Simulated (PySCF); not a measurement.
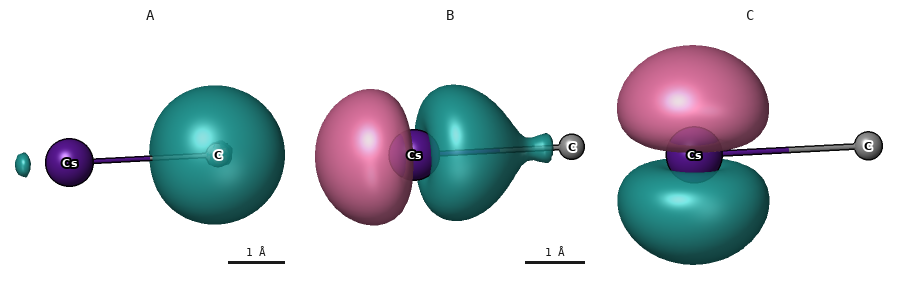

Figure. CsC (quartet). Three frontier β-spin orbitals, each drawn at the value that holds 80 % of its norm (teal and pink are the two phases), in no order; of a degenerate pair one member is drawn.

Core potentials replace the inner electrons of Cs.

Level of theory: PBE0/def2-TZVP, non-relativistic Hamiltonian with scalar-relativistic core potentials where named, at a bond length of 2.751 Å in PySCF.

Name the orbitals and rank them from lowest to highest energy.

Answer. Orbital C: π, occupied in this spin, −14.72 eV; almost wholly on Cs.
Orbital B: σ, occupied in this spin, −14.59 eV; mainly on Cs (95 %).
Orbital A: σ, occupied in this spin, −8.81 eV; mainly on C (90 %).
